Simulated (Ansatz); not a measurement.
# Br2H2Si: interaction energy of a dimer with the counterpoise correction in Python

How strongly do two molecules of Br2H2Si bind, and how much of that is basis error? A script is to give the interaction energy of a dimer with the counterpoise correction; the system is Br2H2Si.

Computed with Ansatz 0.2.0 through its Python package. Level of theory: MP2/def2-SVPD.

**1. The structure**

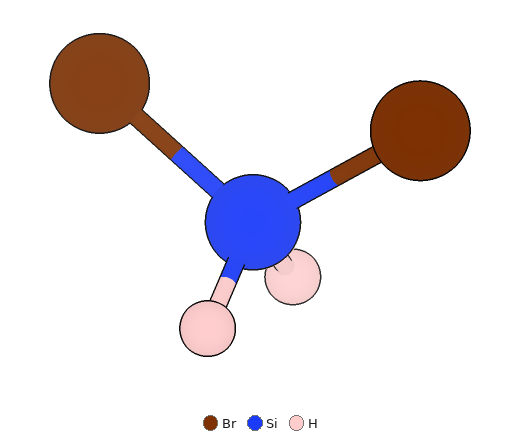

The structure that the script starts from, seen from a chosen angle (bromine brown, silicon blue, hydrogen pink).

No structure file is read: the coordinates are typed or built in the script.

**2. The code**

File run_dimer.py:

```python
"""Binding of a Br2H2Si dimer at a trial geometry."""

from dataclasses import dataclass

import ansatz


@dataclass
class RunConfig:
    basis_set: str = "def2-SVPD"
    level: str = "mp2"


cfg = RunConfig()

FIRST = [
    ("Br", (-1.6947, -1.2133, 0.3635)),
    ("Si", (0.1336, -0.044, 0.0578)),
    ("Br", (-0.3333, 1.83, -1.0533)),
    ("H", (1.1646, -0.8542, -0.7311)),
    ("H", (0.7297, 0.2813, 1.3631)),
]
SECOND = [
    ("Br", (-2.2402, -1.4546, -3.2911)),
    ("Si", (-2.5994, -3.6078, -3.0954)),
    ("Br", (-1.0532, -4.7474, -4.2245)),
    ("H", (-3.9858, -3.9726, -3.6308)),
    ("H", (-2.5606, -3.9825, -1.673)),
]

def energy(atoms, ghosts=()):
    molecule = ansatz.Crystal.molecule()
    for symbol, xyz in atoms:
        molecule = molecule.atom(symbol, xyz)
    calc = (
        molecule.calculation()
        .basis(gaussian=cfg.basis_set)
        .correlation(cfg.level)
    )
    deck = calc.input()
    if ghosts:
        deck = deck.set(ansatz.key.basis.gaussian.ghost_atoms, [{"symbol": s, "position_ang": list(xyz)} for s, xyz in ghosts])
    return ansatz.Session.from_dict(deck).plan().execute().report["free_energy_ev"]


def main() -> None:
    # ghost atoms carry the functions of the partner
    both = energy(FIRST + SECOND)
    alone = energy(FIRST) + energy(SECOND)
    ghosted = energy(FIRST, SECOND) + energy(SECOND, FIRST)
    print(f"dimer {both:.6f} eV")
    print(f"interaction, uncorrected   {96.485332 * (both - alone):8.3f} kJ/mol")
    print(f"interaction, counterpoise  {96.485332 * (both - ghosted):8.3f} kJ/mol")
    print(f"basis-set superposition    {96.485332 * (alone - ghosted):8.3f} kJ/mol")


if __name__ == "__main__":
    main()
```

**3. The input behind the calls**

The engine receives this input (first run):

```yaml
crystal:
  periodic: [false, false, false]
  atoms:
    - { symbol: Br, position_ang: [-1.6947, -1.2133, 0.3635] }
    - { symbol: Si, position_ang: [0.1336, -0.044, 0.0578] }
    - { symbol: Br, position_ang: [-0.3333, 1.83, -1.0533] }
    - { symbol: H, position_ang: [1.1646, -0.8542, -0.7311] }
    - { symbol: H, position_ang: [0.7297, 0.2813, 1.3631] }
    - { symbol: Br, position_ang: [-2.2402, -1.4546, -3.2911] }
    - { symbol: Si, position_ang: [-2.5994, -3.6078, -3.0954] }
    - { symbol: Br, position_ang: [-1.0532, -4.7474, -4.2245] }
    - { symbol: H, position_ang: [-3.9858, -3.9726, -3.6308] }
    - { symbol: H, position_ang: [-2.5606, -3.9825, -1.673] }
basis:
  gaussian:
    orbitals: def2-SVPD
correlation:
  method: mp2
```

**4. Launch**

The run is started by

```
$ python run_dimer.py
```

The program printed:

```text
dimer -295781.467828 eV
interaction, uncorrected    -12.082 kJ/mol
interaction, counterpoise    -3.047 kJ/mol
basis-set superposition       9.035 kJ/mol
```

Wall time 66 s (1 thread of Arm Neoverse V2, shared host); peak memory 1.1 GiB.

**5. What changed from run to run**

The engine's inputs for some of the other runs:

Run 3, against run 1:

```diff
@@ -4,5 +3,0 @@
-    - { symbol: Br, position_ang: [-1.6947, -1.2133, 0.3635] }
-    - { symbol: Si, position_ang: [0.1336, -0.044, 0.0578] }
-    - { symbol: Br, position_ang: [-0.3333, 1.83, -1.0533] }
-    - { symbol: H, position_ang: [1.1646, -0.8542, -0.7311] }
-    - { symbol: H, position_ang: [0.7297, 0.2813, 1.3631] }
```

Run 4, against run 1:

```diff
@@ -9,5 +8,0 @@
-    - { symbol: Br, position_ang: [-2.2402, -1.4546, -3.2911] }
-    - { symbol: Si, position_ang: [-2.5994, -3.6078, -3.0954] }
-    - { symbol: Br, position_ang: [-1.0532, -4.7474, -4.2245] }
-    - { symbol: H, position_ang: [-3.9858, -3.9726, -3.6308] }
-    - { symbol: H, position_ang: [-2.5606, -3.9825, -1.673] }
@@ -16,0 +12,6 @@
+    ghost_atoms:
+      - { symbol: Br, position_ang: [-2.2402, -1.4546, -3.2911] }
+      - { symbol: Si, position_ang: [-2.5994, -3.6078, -3.0954] }
+      - { symbol: Br, position_ang: [-1.0532, -4.7474, -4.2245] }
+      - { symbol: H, position_ang: [-3.9858, -3.9726, -3.6308] }
+      - { symbol: H, position_ang: [-2.5606, -3.9825, -1.673] }
```

Run 5, against run 1:

```diff
@@ -4,5 +3,0 @@
-    - { symbol: Br, position_ang: [-1.6947, -1.2133, 0.3635] }
-    - { symbol: Si, position_ang: [0.1336, -0.044, 0.0578] }
-    - { symbol: Br, position_ang: [-0.3333, 1.83, -1.0533] }
-    - { symbol: H, position_ang: [1.1646, -0.8542, -0.7311] }
-    - { symbol: H, position_ang: [0.7297, 0.2813, 1.3631] }
@@ -16,0 +12,6 @@
+    ghost_atoms:
+      - { symbol: Br, position_ang: [-1.6947, -1.2133, 0.3635] }
+      - { symbol: Si, position_ang: [0.1336, -0.044, 0.0578] }
+      - { symbol: Br, position_ang: [-0.3333, 1.83, -1.0533] }
+      - { symbol: H, position_ang: [1.1646, -0.8542, -0.7311] }
+      - { symbol: H, position_ang: [0.7297, 0.2813, 1.3631] }
```

**6. The runs side by side**

The 5 runs, in the order started:

| run | system | ghost atoms | energy (eV) | iterations in all | CPU time (s) |
| --- | --- | --- | --- | --- | --- |
| 1 | Br4H4Si2 | not set | -295781.4678 | 14 | 33 |
| 2 | Br2H2Si | not set | -147890.6713 | 14 | 2.9 |
| 3 | Br2H2Si | not set | -147890.6713 | 14 | 2.9 |
| 4 | Br2H2Si | a list of 5 | -147890.7187 | 12 | 13 |
| 5 | Br2H2Si | a list of 5 | -147890.7175 | 12 | 13 |

Totals carry meaning only in balanced differences at one level of theory.

**7. What came out**

```
                        quantity           value
 interaction energy, uncorrected  -12.082 kJ/mol
interaction energy, counterpoise   -3.047 kJ/mol
                   runs compared               5
```

**Reading.** The counterpoise correction takes away 75 % of the apparent binding. Uncorrected it is -12.082 kJ/mol, with the counterpoise correction -3.047 kJ/mol; the difference, 9.035 kJ/mol, is the superposition error. The dimer is a generated trial pose of unrelaxed monomers, not a minimum, so the figure is no binding energy, and the basis set is small.
